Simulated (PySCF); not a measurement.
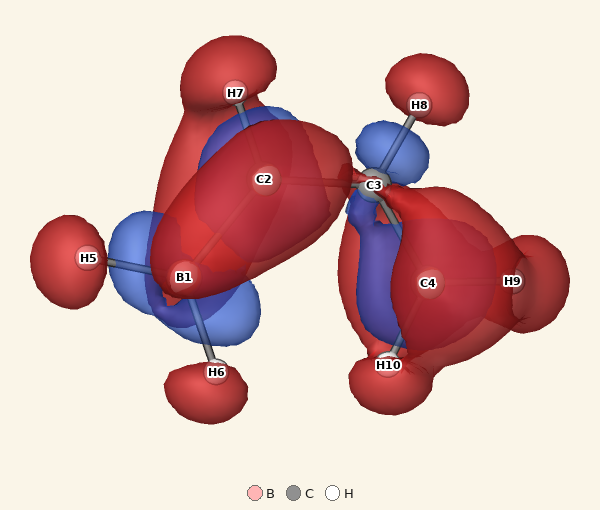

Figure. C$_{3}$H$_{6}$B, doublet, SMILES `B/C=C\[CH2]`. Fukui function f⁻ = ρ(N) − ρ(N−1) at fixed geometry, surfaces at ±0.02 e/Å³ (red positive, blue negative).

Method: BLYP/6-311G**; geometry: GFN2-xTB; program: PySCF. No frequency check shows the geometry to be a minimum. GFN2-xTB doesn't know the spin state, so this open-shell geometry is rough.

Coordinates in Å:

```
B1      -1.6701   -0.5569    0.0053
C2      -0.6962    0.6141    0.0115
C3       0.7085    0.5688    0.0140
C4       1.4565   -0.5638   -0.0275
H5      -2.7945   -0.3578   -0.2576
H6      -1.3337   -1.6462    0.2715
H7      -1.1019    1.6209    0.0140
H8       1.2399    1.5157    0.0405
H9       2.5321   -0.5279   -0.0241
H10      0.9959   -1.5346   -0.0586
```

On which atoms does the density change most on removal of an electron?

f⁻ (Hirshfeld-condensed) is largest on C4 (0.21), C2 (0.19) and B1 (0.15); the vertical ionisation energy is 8.38 eV (to the singlet cation, which needn't be its lowest state). Condensed values hint at sites of electrophilic attack but needn't mark the atom that reacts. Shares this close don't rank the sites. Orbital relaxation makes it negative in places (0.19 e in all).

The PySCF run took 42 s on 1 thread of Arm Neoverse V2, with other jobs on the host, peak memory 0.44 GiB.
